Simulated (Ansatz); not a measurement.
## Electronic structure of CH3MgNa (SMILES [CH3][Mg][Na]) in real space

The calculation's input:

```
crystal:
  periodic: [false, false, false]
  atoms:
    - symbol: C
      position_ang: [-0.875265, 2.444889, -0.372320]
    - symbol: Mg
      position_ang: [0.790004, 3.121487, -1.481845]
    - symbol: Na
      position_ang: [3.174777, 4.087875, -3.067583]
    - symbol: H
      position_ang: [-1.283132, 3.233133, 0.271925]
    - symbol: H
      position_ang: [-0.615453, 1.600784, 0.277868]
    - symbol: H
      position_ang: [-1.690427, 2.109091, -1.024608]
basis:
  gaussian: {orbitals: def2-TZVPD}
hamiltonian: {xc: pbe0}
output: {forces: true, orbitals: {seedname: orbitals}}
```

Run with:

```sh
ansatz run input.yaml --threads 2 --pin off --max-ram 4350MiB --events-out events.jsonl --progress --plain --runs-dir runs
```

Geometry: PBE0-D4/def2-TZVP.

Theory: isolated molecule in a Gaussian basis; Kohn-Sham density functional theory, functional PBE0 (Ansatz).

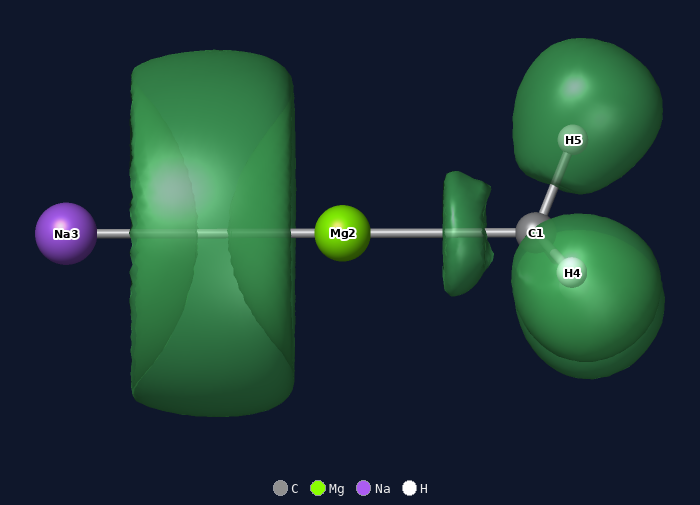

Figure 1. Isosurface of the ELF at 0.85 (green), seen across its widest extent. Only the valence region is drawn (cores and ρ < 0.01 e/Å³ removed).

Where are the electrons localised?

The surface consists of three regions around hydrogen nuclei, one lobe of the valence shell of C pointing towards Mg and one lobe of the valence shell of Mg pointing towards Na (polar bonds).


C–Mg (2.11 Å): the ELF peaks at about 0.95 in the valence shell of C, 0.8 Å from its nucleus, and is about 0.80 at the midpoint. Na–Mg (3.02 Å): the ELF peaks at about 0.95 between the atoms.

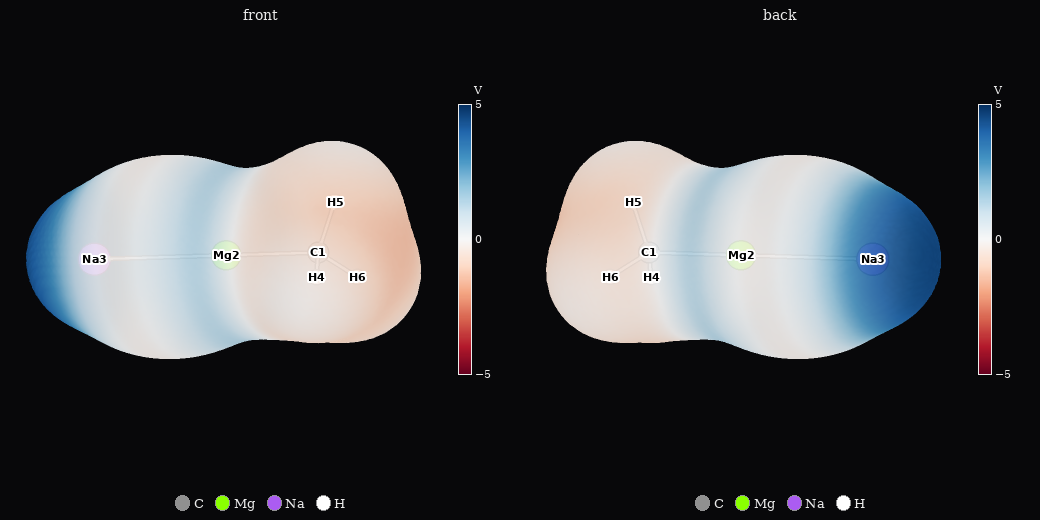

Figure 2. The electrostatic potential painted on the density surface at 0.002 e/bohr³, seen from the front and from behind; the colour scale runs from red (negative) to blue (positive).

Describe the electrostatic potential map.

The most negative region (about −1.4 V) lies over C1, the most positive (about +4.6 V) over Na3.

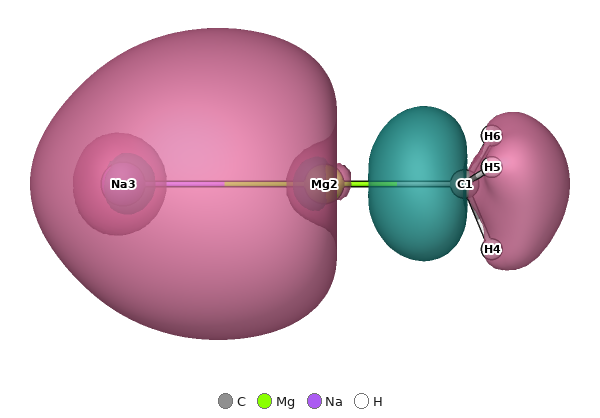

Figure 3. The HOMO at ±0.06 Å⁻³ᐟ² (teal and pink are the two phases), seen from one side.

Describe this orbital and give its energy.

Its weight (Hirshfeld) is mainly on Mg2 (about 45 %), Na3 (about 40 %) and C1 (about 15 %). Its energy is −4.32 eV.
